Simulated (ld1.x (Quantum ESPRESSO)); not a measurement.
# Run report: Co, pseudopotential generation

System: cobalt (Co, Z = 27), core [Ar], reference valence 3d7 4s2 4p0, valence charge 9.
Method: RRKJ potential, PBE, scalar-relativistic, made with ld1.x (Quantum ESPRESSO) 7.5.

The input:
```
 &input
   title='Co', zed=27., rel=1, dft='PBE', iswitch=3,
   config='[Ar] 3d7 4s2 4p0',
   nld=3, rlderiv=2.35, eminld=-3.0, emaxld=5.0, deld=0.02
 /
 &inputp
   pseudotype=2, tm=.false., rho0=0.005, lloc=2,
   nlcc=.true.,
   file_pseudopw='Co.UPF', file_wfcaegen='ae.wfc', file_wfcncgen='nc.wfc', file_beta='beta', file_chi='chi'
 /
3
4S  1  0   2.00   0.00  1.70  1.70  0.0
4P  2  1   0.00   0.00  2.15  2.15  0.0
3D  3  2   7.00   0.00  1.50  1.50  0.0
 &test
   configts(1)='3d7 4s2 4p0'
 /
```

Hardware: 1 CPU thread, shared host.

Launched with:
```bash
ld1.x < Co.in > Co.out
```

Log:
```
     Program LD1 v.7.5
     --------------------------- All-electron run ----------------------------

     Co
     scalar relativistic calculation

     atomic number is 27.00
     dft =PBE   lsd =0 sic =0 latt =0  beta=0.20 tr2=1.0E-14
     Exchange-correlation= PBE
                           (   1   4   3   4   0   0   0)
     mesh =1193 r(mesh) =  99.89935 a.u. xmin = -7.00 dx = 0.01250
     1 Ry =  13.60569312 eV, c = 137.03599908

     n l     nl                  e(Ry)          e(Ha)          e(eV)
     1 0     1S 1( 2.00)      -558.0826      -279.0413     -7593.1006
     2 0     2S 1( 2.00)       -66.0755       -33.0378      -899.0036
     2 1     2P 1( 6.00)       -56.5897       -28.2948      -769.9416
     3 0     3S 1( 2.00)        -7.5266        -3.7633      -102.4044
     3 1     3P 1( 6.00)        -4.8242        -2.4121       -65.6364
     3 2     3D 1( 7.00)        -0.6030        -0.3015        -8.2040
     4 0     4S 1( 2.00)        -0.4020        -0.2010        -5.4697
     4 1     4P 1( 0.00)        -0.0938        -0.0469        -1.2766

     final scf error:  8.6E-15 reached in  32 iterations

     Etot =   -2786.294851 Ry,   -1393.147426 Ha,  -37909.472698 eV

     Ekin =    2822.267919 Ry,    1411.133959 Ha,   38398.911213 eV
     Encl =   -6674.713191 Ry,   -3337.356595 Ha,  -90814.099355 eV
     Eh   =    1184.776043 Ry,     592.388022 Ha,   16119.699266 eV
     Exc  =    -118.625623 Ry,     -59.312811 Ha,   -1613.983821 eV

     normalization and overlap integrals

     s(1S/1S) =  1.000000  <r> =   0.0562  <r2> =    0.0042  r(max) =   0.0366
     s(2S/2S) =  1.000000  <r> =   0.2555  <r2> =    0.0770  r(max) =   0.2131
     s(2P/2P) =  1.000000  <r> =   0.2250  <r2> =    0.0622  r(max) =   0.1723
     s(3S/3S) =  1.000000  <r> =   0.7736  <r2> =    0.6913  r(max) =   0.6648
     s(3P/3P) =  1.000000  <r> =   0.8160  <r2> =    0.7864  r(max) =   0.6816
     s(3D/3D) =  1.000000  <r> =   1.0711  <r2> =    1.5569  r(max) =   0.6648
     s(4S/4S) =  1.000000  <r> =   2.8937  <r2> =    9.7888  r(max) =   2.3202
     s(4P/4P) =  1.000000  <r> =   4.4224  <r2> =   23.7598  r(max) =   3.2517

     ------------------------ End of All-electron run ------------------------

     --------------------- Generating NC pseudopotential ---------------------

      Generating local pot.: lloc=2, matching radius rcloc =   1.5000

      Computing core charge for nlcc:

       r > 0.44 : true rho core
       r < 0.44 : rho core = a sin(br)/r    a=  24.68  b=   4.63

      Integrated core pseudo-charge :   9.74
     Message from routine compute phi:
     negative determinant

      ld=   0.694562 f2ae  0.850655 faenor  0.117610
           0        1194        1193   99.899345491426374

 %%%%%%%%%%%%%%%%%%%%%%%%%%%%%%%%%%%%%%%%%%%%%%%%%%%%%%%%%%%%%%%%%%%%%%%%%%%%%%
     Error in routine compute_chi (1):
     n is too large
 %%%%%%%%%%%%%%%%%%%%%%%%%%%%%%%%%%%%%%%%%%%%%%%%%%%%%%%%%%%%%%%%%%%%%%%%%%%%%%

     stopping ...
```

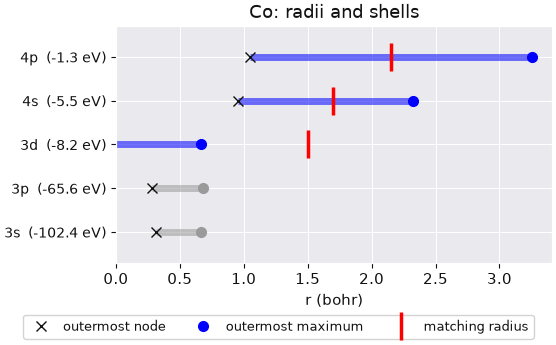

Fig. 1: Outer shells of the all-electron reference atom: each bar runs from the outermost node (or the nucleus) to the outermost maximum of u(r); the tick is the radius chosen for the pseudo-wave. Shells without a tick have no pseudo-wave of their own. Levels, nodes and maxima are from ld1.x, scalar-relativistic.

- Radii against the shells: 3d: 1.50 bohr, outside the maximum; 4s: 1.70 bohr, between node and maximum; 4p: 2.15 bohr, between node and maximum.

What the run reported:

| quantity | value |
| --- | --- |
| outcome | ended with an error |

What went wrong:

The generator stopped with the message “compute_chi: n is too large”. In words: the routine that builds χ = (ε − T − V_loc)φ ran off the radial mesh.
